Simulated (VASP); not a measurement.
Band structure of LiF (rock salt). All values below come from AM05 GGA, VASP's PBE PAW potentials (set 64) (plane waves; VASP).

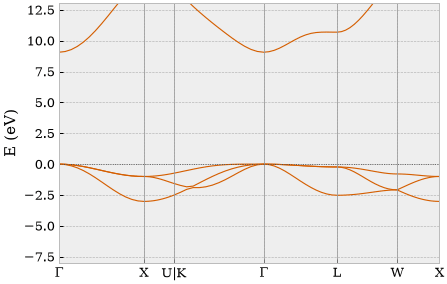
Fig. 1. Bands along high-symmetry lines, zero at the valence-band maximum or, without a gap, the Fermi level

Problem. Read the plot: is there a gap, and where are the band edges?

Solution. The gap is direct, 9.07 eV, from the valence maximum at Γ to the conduction minimum at Γ. (Edges off the drawn lines would not show.)

Measured: gap 15.35 eV (computed value off by -6.28 eV), as given by Wei Chen et al., Physical Review Materials (2018), doi:10.1103/physrevmaterials.2.073803 [zero-point renormalisation of 1.15 eV added back (the table's ZPR column)].

The compound is LiF in the rock salt structure. It was relaxed first.
